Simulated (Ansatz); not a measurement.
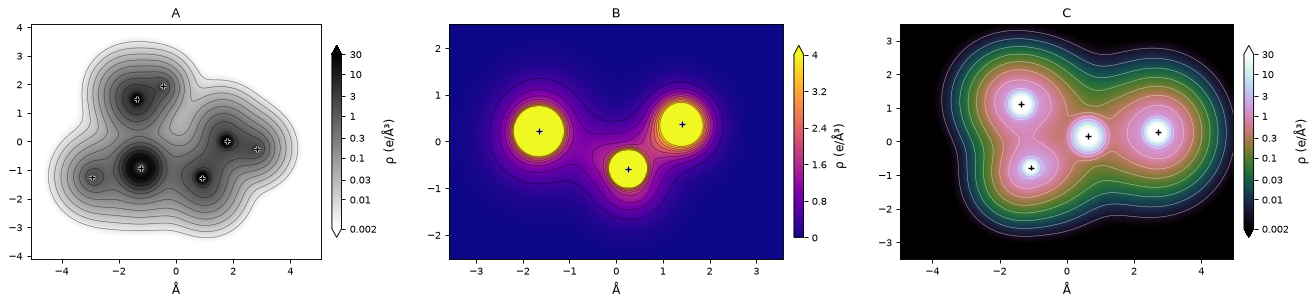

The total electron density of 3 systems, each on a plane through atoms (crosses mark nuclei in the plane).

Method: isolated molecule in a Gaussian basis; Kohn-Sham density functional theory, functional PBE0 (Ansatz).

System 1: OSSe (SMILES O=S=[Se]), the molecular plane. Geometry: r2SCAN-D4/def2-SVP.

```yaml
atoms:
  - { symbol: O, position_ang: [-0.7790, 1.2519, -0.8599] }
  - { symbol: S, position_ang: [-0.0871, 0.0687, -0.2729] }
  - { symbol: Se, position_ang: [0.3027, 0.1002, 1.7642] }
```

System 2: CH₂AlS₂ (SMILES [S-][Al]1[CH2][S]1) (charge −1), the plane of atoms Al2, C1 and S4. Geometry: PBE0-D3(BJ)/def2-SVPD.

```xyz
6

C    -0.0434   -2.1205    1.3331
Al   -0.9977   -0.6673    0.4532
S    -2.3343    0.1595   -0.8986
S     0.4931   -0.4449    2.0739
H     0.8091   -2.6379    0.8717
H    -0.5063   -2.7590    2.0983
```

System 3: C₂H₉InN (SMILES C[CH2][InH][NH3+]) (charge +1), the plane of atoms C2, C1 and H5. Geometry: BLYP-D3(BJ)/def2-SVP; core potentials replace the inner electrons of In.

```xyz
13

C     1.9870    2.5636    0.5344
C     1.7172    1.3724   -0.3959
In    1.1823   -0.4853    0.6268
N     1.2460    0.1768    2.9532
H     2.2486    3.4540   -0.0745
H     2.8414    2.3858    1.2180
H     1.0998    2.8428    1.1378
H     2.5978    1.1025   -1.0133
H     0.8741    1.5548   -1.0926
H     0.7411   -2.1313    0.8671
H     0.3363    0.0430    3.4258
H     1.9274   -0.3746    3.5013
H     1.5004    1.1694    3.0813
```

**Match each panel to its system.**

Panel A is system 3, C₂H₉InN: the plane holds C, In, N and H. C–C (1.54 Å): ρ at the midpoint is about 1.6 e/Å³. Panel B is system 1, OSSe: the plane holds O, S and Se. S–O (1.49 Å): the density is about 2.1 e/Å³ at the midpoint. Panel C is system 2, CH₂AlS₂: the plane holds C, Al and S. C–S (1.91 Å): ρ is about 1 e/Å³ halfway.
